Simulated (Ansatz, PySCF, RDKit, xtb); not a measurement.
# CH3F3Sn: ranking a sample of isomers

Which of a sample of isomers of CH3F3Sn is the most stable in the gas at 298.15 K, and what are its properties? The sample is small against all isomers, and the most stable one of this formula need not be in it.

The funnel: GFN2-xTB relaxations, single points with a density functional, relaxations at PBE0-D4/def2-SVP, harmonic vibrations, and a last energy at a higher level. All values are calculated.

3 further runs of the same task are left out: 3 set aside as unsound or not needed.

**1. Drawing up candidates**

Isomers were drawn by moving bonds and hydrogen atoms under normal valences; this is a sample, not all of them. O–O, O–halogen and N–halogen bonds and N–N–N chains are not drawn. That gives 3 candidates.

| label | SMILES | spin |
| --- | --- | --- |
| c223 | F[C](F)(F)[SnH3] | singlet |
| c532 | [CH3][Sn]([F])([F])[F] | singlet |
| c801 | F[CH2][SnH]([F])[F] | singlet |

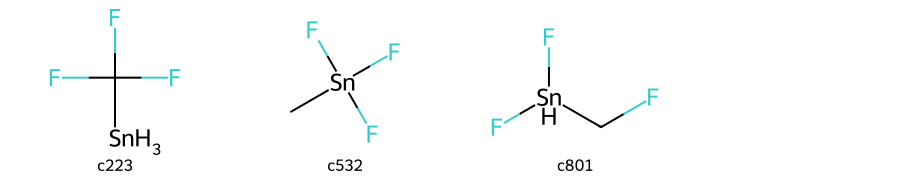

Structural formulas of the candidates.

Candidates are built by distance geometry, with a force field where one applies, in up to four conformers (letters a to d).

**Question.** With final energies at CCSD(T)/def2-SVP + MP2/def2-TZVPP - MP2/def2-SVP, which structure will this search put lowest in free energy, and by what margin?

| quantity | value |
| --- | --- |
| lowest structure found | [CH3][Sn]([F])([F])[F], singlet, C3v |
| next finalist | F[CH2][SnH]([F])[F], singlet, 40.5 kcal/mol higher in G |
| share at equilibrium, among the finalists | 100.0 % |
| harmonic wavenumbers, lowest and highest (PBE0-D4/def2-SVP) | 58 and 3223 cm⁻¹ |
| rotational constants, same geometry | 0.09441, 0.08625, 0.08624 cm⁻¹ |
| dipole moment (PBE0/def2-TZVPD) | 4.81 D |
| HOMO energy (PBE0/def2-TZVPD) | -10.25 eV |
| LUMO energy (PBE0/def2-TZVPD) | -2.16 eV |
| HOMO–LUMO gap (PBE0/def2-TZVPD) | 8.09 eV |
| lowest excitation (TD-PBE0/def2-SVPD) | 7.28 eV (f = 0.318) |
| lowest triplet excitation, same level, Tamm-Dancoff | 5.89 eV |
| vertical ionisation energy | 12.36 eV |
| vertical electron affinity | 0.42 eV |
| vertical triplet less singlet | +5.81 eV |

`[CH3][Sn]([F])([F])[F]` comes out lowest. Among the finalists first place is clear (40.5 kcal/mol); structures outside the list aren't covered. GFN2-xTB, HF/STO-3G, r2SCAN-D4/def2-SVP, PBE0-D4/def2-SVP, HF/def2-SVP and MP2/def2-SVP already put its bonding pattern lowest among the structures in one piece. Spin-orbit coupling, which matters for elements this heavy, is left out. Lowest found is not proven lowest: the search is finite, and each finalist counts with one conformer. Only 3 drawn patterns were tried, so whole families of isomers are missing, and the result ranks this sample alone.
